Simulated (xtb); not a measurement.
## Calculation of the molecule and its ions, with input and output: CH$_{7}$OSbSi (part 2 of 2)

CH$_{7}$OSbSi; GFN1-xTB, ALPB solvent ether (xtb 6.7.1). The run did not end well. The geometry was optimised with GFN2-xTB.

Geometry of the input (Å):
```
C  0.8337  1.9890  -0.5528
O  0.5772  0.7226  -0.0426
Sb -1.2662  0.2642  0.6120
Si -0.3666  -2.1174  0.7264
H  0.2360  2.1979  -1.4455
H  0.6461  2.7786  0.1817
H  1.8895  2.0180  -0.8289
H  -1.8803  -0.0391  -0.9832
H  0.3046  -2.5872  -0.4854
H  0.5705  -2.2474  1.8447
H  -1.4791  -3.0362  0.9942
```

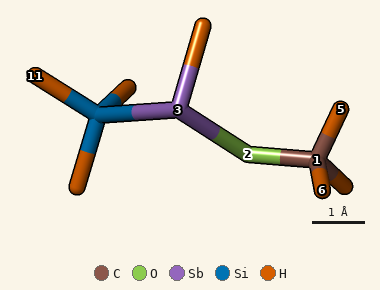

*The input geometry (stick view, seen at a tilt; atoms are numbered from 1 in the order of the input). Sticks mark near contacts.*

Output, continued
```
  68   -231.8107431 -0.656080E+01  0.529E+01    0.29       1.0  T
  69   -116.7490226  0.115062E+03  0.391E+01    1.95       1.0  T
  70    -56.5713494  0.601777E+02  0.303E+01    0.61       1.0  T
  71   -143.8361495 -0.872648E+02  0.321E+01    1.71       1.0  T
  72   -140.4443745  0.339178E+01  0.330E+01    2.24       1.0  T
  73    -87.7244916  0.527199E+02  0.291E+01    1.29       1.0  T
  74    -24.1299845  0.635945E+02  0.204E+01    0.47       1.0  T
  75   -240.4682651 -0.216338E+03  0.591E+01    2.06       1.0  T
  76   -239.8267818  0.641483E+00  0.531E+01    2.12       1.0  T
  77   -239.8418628 -0.150810E-01  0.529E+01    2.11       1.0  T
  78   -234.2003308  0.564153E+01  0.490E+01    2.20       1.0  T
  79   -156.2408086  0.779595E+02  0.400E+01    2.28       1.0  T
  80    -14.6575493  0.141583E+03  0.123E+01    0.24       1.0  T
  81   -237.8620117 -0.223204E+03  0.732E+01    0.08       1.0  T
  82   -108.4099155  0.129452E+03  0.355E+01    2.25       1.0  T
  83    -55.4028730  0.530070E+02  0.260E+01    0.31       1.0  T
  84   -136.7815310 -0.813787E+02  0.298E+01    0.89       1.0  T
  85    -15.3600300  0.121422E+03  0.540E+00    0.51       1.0  T
  86    -16.4045476 -0.104452E+01  0.674E+00    0.38       1.0  T
  87    -15.1953952  0.120915E+01  0.250E+00    0.51       1.0  T
  88    -15.0842620  0.111133E+00  0.330E+00    0.35       1.0  T
  89    -16.6187375 -0.153448E+01  0.116E+01    0.39       1.0  T
  90   -137.9769955 -0.121358E+03  0.374E+01    0.70       1.0  T
  91    -15.3733980  0.122604E+03  0.582E+00    0.57       1.0  T
  92    -15.1514571  0.221941E+00  0.267E+00    0.38       1.0  T
  93    -15.3198203 -0.168363E+00  0.299E+00    0.35       1.0  T
  94   -130.5667400 -0.115247E+03  0.294E+01    0.64       1.0  T
  95   -122.4413599  0.812538E+01  0.282E+01    0.71       1.0  T
  96   -195.8556780 -0.734143E+02  0.326E+01    0.69       1.0  T
  97    -67.2119739  0.128644E+03  0.205E+01    0.65       1.0  T
  98   -237.5682445 -0.170356E+03  0.321E+01    1.19       1.0  T
  99   -205.1836143  0.323846E+02  0.327E+01    0.73       1.0  T
 100   -189.2343938  0.159492E+02  0.322E+01    0.72       1.0  T
 101   -214.2555055 -0.250211E+02  0.329E+01    0.75       1.0  T
 102   -202.1907408  0.120648E+02  0.327E+01    0.75       1.0  T
 103   -201.1772898  0.101345E+01  0.327E+01    0.74       1.0  T
 104   -150.2357079  0.509416E+02  0.303E+01    0.71       1.0  T
 105   -199.8679916 -0.496323E+02  0.327E+01    0.77       1.0  T
 106   -115.0807175  0.847873E+02  0.274E+01    0.88       1.0  T
 107   -232.5530920 -0.117472E+03  0.326E+01    1.08       1.0  T
 108   -175.8846858  0.566684E+02  0.316E+01    0.71       1.0  T
 109   -196.9180533 -0.210334E+02  0.325E+01    0.75       1.0  T
 110   -198.7676952 -0.184964E+01  0.326E+01    0.75       1.0  T
 111   -198.2974884  0.470207E+00  0.326E+01    0.75       1.0  T
 112   -196.3244179  0.197307E+01  0.325E+01    0.74       1.0  T
 113   -191.7652654  0.455915E+01  0.324E+01    0.73       1.0  T
 114   -187.5919056  0.417336E+01  0.322E+01    0.73       1.0  T
 115   -190.6169796 -0.302507E+01  0.323E+01    0.74       1.0  T
 116   -190.3903811  0.226599E+00  0.323E+01    0.74       1.0  T
 117   -187.9798701  0.241051E+01  0.322E+01    0.73       1.0  T
 118   -183.3891938  0.459068E+01  0.321E+01    0.71       1.0  T
 119   -168.6634635  0.147257E+02  0.314E+01    0.70       1.0  T
 120   -158.7018840  0.996158E+01  0.309E+01    0.70       1.0  T
 121   -145.3991025  0.133028E+02  0.301E+01    0.74       1.0  T
 122    -84.4937433  0.609054E+02  0.231E+01    0.47       1.0  T
 123   -135.7424742 -0.512487E+02  0.295E+01    0.77       1.0  T
 124    -15.6331822  0.120109E+03  0.669E+00    0.65       1.0  T
 125   -189.7653136 -0.174132E+03  0.333E+01    0.45       1.0  T
 126    -14.9557738  0.174810E+03  0.403E+00    0.63       1.0  T
 127   -239.0900445 -0.224134E+03  0.537E+01    2.02       1.0  T
 128   -196.9335567  0.421565E+02  0.343E+01    0.38       1.0  T
 129    -15.3457925  0.181588E+03  0.352E+00    0.60       1.0  T
 130    -23.3331430 -0.798735E+01  0.989E+00    0.58       1.0  T
 131   -230.8392931 -0.207506E+03  0.334E+01    0.72       1.0  T
 132    -15.3391439  0.215500E+03  0.731E+00    0.34       1.0  T
 133    -15.2672725  0.718714E-01  0.560E+00    0.35       1.0  T
 134    -15.2896183 -0.223458E-01  0.231E+00    0.56       1.0  T
 135   -148.7202221 -0.133431E+03  0.314E+01    0.60       1.0  T
 136    -15.2337086  0.133487E+03  0.421E+00    0.34       1.0  T
 137    -15.2143715  0.193372E-01  0.144E+00    0.42       1.0  T
 138    -15.8958235 -0.681452E+00  0.426E+00    0.27       1.0  T
 139    -53.0646423 -0.371688E+02  0.191E+01    0.53       1.0  T
 140    -15.5494319  0.375152E+02  0.393E+00    0.59       1.0  T
 141   -171.9194979 -0.156370E+03  0.324E+01    0.58       1.0  T
 142    -15.1448318  0.156775E+03  0.235E+00    0.39       1.0  T
 143   -132.6466686 -0.117502E+03  0.371E+01    0.58       1.0  T
 144    -15.6494721  0.116997E+03  0.390E+00    0.66       1.0  T
 145   -217.2538909 -0.201604E+03  0.338E+01    0.56       1.0  T
 146    -16.9706966  0.200283E+03  0.575E+00    0.22       1.0  T
 147   -214.6038935 -0.197633E+03  0.336E+01    0.62       1.0  T
 148    -15.3047255  0.199299E+03  0.253E+00    0.48       1.0  T
 149    -65.8436660 -0.505389E+02  0.217E+01    0.59       1.0  T
 150    -17.3318502  0.485118E+02  0.623E+00    0.27       1.0  T
 151   -220.0148779 -0.202683E+03  0.336E+01    0.62       1.0  T
 152    -15.5943360  0.204421E+03  0.357E+00    0.47       1.0  T
 153   -168.4424567 -0.152848E+03  0.322E+01    0.58       1.0  T
 154    -15.2206127  0.153222E+03  0.168E+00    0.32       1.0  T
 155    -20.0924369 -0.487182E+01  0.766E+00    0.34       1.0  T
 156   -216.5326255 -0.196440E+03  0.336E+01    0.63       1.0  T
 157    -15.4379305  0.201095E+03  0.306E+00    0.48       1.0  T
 158   -156.4378350 -0.141000E+03  0.316E+01    0.59       1.0  T
 159    -15.2344534  0.141203E+03  0.187E+00    0.38       1.0  T
 160   -125.0011414 -0.109767E+03  0.294E+01    0.66       1.0  T
 161    -29.2807886  0.957204E+02  0.116E+01    0.45       1.0  T
 162   -234.4706262 -0.205190E+03  0.331E+01    0.76       1.0  T
 163    -17.0851416  0.217385E+03  0.598E+00    0.30       1.0  T
 164   -212.9216489 -0.195837E+03  0.337E+01    0.59       1.0  T
 165    -15.6273442  0.197294E+03  0.350E+00    0.35       1.0  T
 166   -181.1657926 -0.165538E+03  0.327E+01    0.60       1.0  T
 167    -15.2357731  0.165930E+03  0.131E+00    0.35       1.0  T
 168    -25.3381655 -0.101024E+02  0.103E+01    0.52       1.0  T
 169   -224.7365406 -0.199398E+03  0.336E+01    0.66       1.0  T
 170    -15.2630429  0.209473E+03  0.202E+00    0.43       1.0  T
 171    -45.7329251 -0.304699E+02  0.175E+01    0.49       1.0  T
 172   -141.4955394 -0.957626E+02  0.305E+01    0.67       1.0  T
 173    -18.8929080  0.122603E+03  0.701E+00    0.19       1.0  T
 174   -234.5970938 -0.215704E+03  0.329E+01    0.77       1.0  T
 175   -130.1805871  0.104417E+03  0.295E+01    0.73       1.0  T
 176   -130.5424726 -0.361886E+00  0.295E+01    0.64       1.0  T
 177   -193.7587102 -0.632162E+02  0.329E+01    0.59       1.0  T
 178   -125.1292656  0.686294E+02  0.289E+01    0.71       1.0  T
 179   -199.7510738 -0.746218E+02  0.331E+01    0.60       1.0  T
 180   -121.5235507  0.782275E+02  0.285E+01    0.68       1.0  T
 181   -201.7075161 -0.801840E+02  0.332E+01    0.60       1.0  T
 182    -91.2314222  0.110476E+03  0.246E+01    0.35       1.0  T
 183   -160.0171155 -0.687857E+02  0.314E+01    0.62       1.0  T
 184    -84.8642275  0.751529E+02  0.235E+01    0.37       1.0  T
 185   -154.1417099 -0.692775E+02  0.310E+01    0.63       1.0  T
 186   -134.5865598  0.195552E+02  0.295E+01    0.67       1.0  T
 187   -195.9458328 -0.613593E+02  0.329E+01    0.59       1.0  T
 188   -107.4424687  0.885034E+02  0.265E+01    0.36       1.0  T
 189   -188.7045492 -0.812621E+02  0.328E+01    0.57       1.0  T
 190    -69.7552700  0.118949E+03  0.212E+01    0.58       1.0  T
 191   -174.2481449 -0.104493E+03  0.323E+01    0.56       1.0  T
 192    -23.6529113  0.150595E+03  0.904E+00    0.23       1.0  T
 193   -235.5822913 -0.211929E+03  0.329E+01    0.79       1.0  T
 194    -17.9583607  0.217624E+03  0.677E+00    0.20       1.0  T
 195   -234.9551914 -0.216997E+03  0.332E+01    0.75       1.0  T
 196    -15.8686366  0.219087E+03  0.448E+00    0.47       1.0  T
 197   -200.4989832 -0.184630E+03  0.337E+01    0.47       1.0  T
 198    -15.2621416  0.185237E+03  0.212E+00    0.49       1.0  T
 199   -116.2220801 -0.100960E+03  0.285E+01    0.26       1.0  T
 200    -15.2450725  0.100977E+03  0.267E+00    0.49       1.0  T
 201    -95.3350079 -0.800899E+02  0.258E+01    0.24       1.0  T
 202    -15.7322834  0.796027E+02  0.433E+00    0.60       1.0  T
 203   -205.3197979 -0.189588E+03  0.338E+01    0.50       1.0  T
 204    -16.1043052  0.189215E+03  0.464E+00    0.27       1.0  T
 205   -212.5565268 -0.196452E+03  0.337E+01    0.60       1.0  T
 206    -15.3675942  0.197189E+03  0.257E+00    0.50       1.0  T
 207   -100.8484167 -0.854808E+02  0.266E+01    0.22       1.0  T
 208    -16.0424791  0.848059E+02  0.471E+00    0.43       1.0  T
 209   -210.3842337 -0.194342E+03  0.337E+01    0.55       1.0  T
 210    -16.9290160  0.193455E+03  0.568E+00    0.19       1.0  T
 211   -227.2925008 -0.210363E+03  0.336E+01    0.68       1.0  T
 212    -16.1512739  0.211141E+03  0.470E+00    0.30       1.0  T
 213   -199.4912512 -0.183340E+03  0.334E+01    0.56       1.0  T
 214    -15.4901329  0.184001E+03  0.311E+00    0.45       1.0  T
 215   -151.9310555 -0.136441E+03  0.314E+01    0.56       1.0  T
 216    -16.4585356  0.135473E+03  0.514E+00    0.28       1.0  T
 217   -221.5298206 -0.205071E+03  0.337E+01    0.62       1.0  T
 218    -16.5967669  0.204933E+03  0.529E+00    0.21       1.0  T
 219   -219.6210977 -0.203024E+03  0.337E+01    0.63       1.0  T
 220    -15.6873829  0.203934E+03  0.372E+00    0.38       1.0  T
 221   -158.9942960 -0.143307E+03  0.318E+01    0.55       1.0  T
 222    -16.0173101  0.142977E+03  0.448E+00    0.34       1.0  T
 223   -208.5606320 -0.192543E+03  0.337E+01    0.57       1.0  T
 224    -16.0078203  0.192553E+03  0.439E+00    0.28       1.0  T
 225   -202.4098885 -0.186402E+03  0.335E+01    0.59       1.0  T
 226    -15.4716535  0.186938E+03  0.299E+00    0.46       1.0  T
 227   -133.2603028 -0.117789E+03  0.301E+01    0.56       1.0  T
 228    -24.2266023  0.109034E+03  0.941E+00    0.33       1.0  T
 229   -218.5034360 -0.194277E+03  0.336E+01    0.62       1.0  T
 230    -19.2215081  0.199282E+03  0.728E+00    0.18       1.0  T
 231   -228.8380479 -0.209617E+03  0.334E+01    0.69       1.0  T
 232    -18.0812029  0.210757E+03  0.664E+00    0.16       1.0  T
 233   -228.4815479 -0.210400E+03  0.335E+01    0.68       1.0  T
 234    -16.7891705  0.211692E+03  0.556E+00    0.19       1.0  T
 235   -218.3575875 -0.201568E+03  0.337E+01    0.62       1.0  T
 236    -15.7059285  0.202652E+03  0.377E+00    0.34       1.0  T
 237   -152.0617606 -0.136356E+03  0.313E+01    0.58       1.0  T
 238    -16.6660949  0.135396E+03  0.537E+00    0.23       1.0  T
 239   -223.2373825 -0.206571E+03  0.337E+01    0.64       1.0  T
 240    -16.8639019  0.206373E+03  0.560E+00    0.18       1.0  T
 241   -221.6188316 -0.204755E+03  0.337E+01    0.64       1.0  T
 242    -15.8609021  0.205758E+03  0.415E+00    0.31       1.0  T
 243   -170.3224663 -0.154462E+03  0.323E+01    0.56       1.0  T
 244    -15.7652589  0.154557E+03  0.394E+00    0.37       1.0  T
 245   -183.7319187 -0.167967E+03  0.329E+01    0.53       1.0  T
 246    -16.2118671  0.167520E+03  0.475E+00    0.25       1.0  T
 247   -211.7239889 -0.195512E+03  0.336E+01    0.60       1.0  T
 248    -15.8537450  0.195870E+03  0.407E+00    0.30       1.0  T
 249   -179.4028917 -0.163549E+03  0.327E+01    0.57       1.0  T
 250    -15.7568962  0.163646E+03  0.389E+00    0.36       1.0  T
     SCC iter.                  ...        0 min,  0.188 sec
     gradient                   ...        0 min,  0.004 sec
------------------------------------------------------------------------
empirical EA shift (eV):    4.8455
delta SCC EA (eV):   14.1716
------------------------------------------------------------------------
########################################################################
[ERROR] Program stopped due to fatal error
-3- Calculation terminated
-2- xtb_calculator_singlepoint: Electronic structure method terminated
-1- scf: Self consistent charge iterator did not converge
########################################################################
```

Standard error
```
ERROR STOP
Error termination. Backtrace:
abnormal termination of xtb
```

What the run reported

- outcome: not converged
- electrons treated: 26
- total energy: −14.966417 hartree
- dispersion energy: −0.003762 hartree
- solvation energy: −0.006371 hartree
- basis functions: 42
- hardware: 1 thread of Intel Xeon (Granite Rapids), 128 GiB of memory available, shared host
- peak memory: 0.071 GiB

What went wrong

The run did not converge. Its last values are not results.
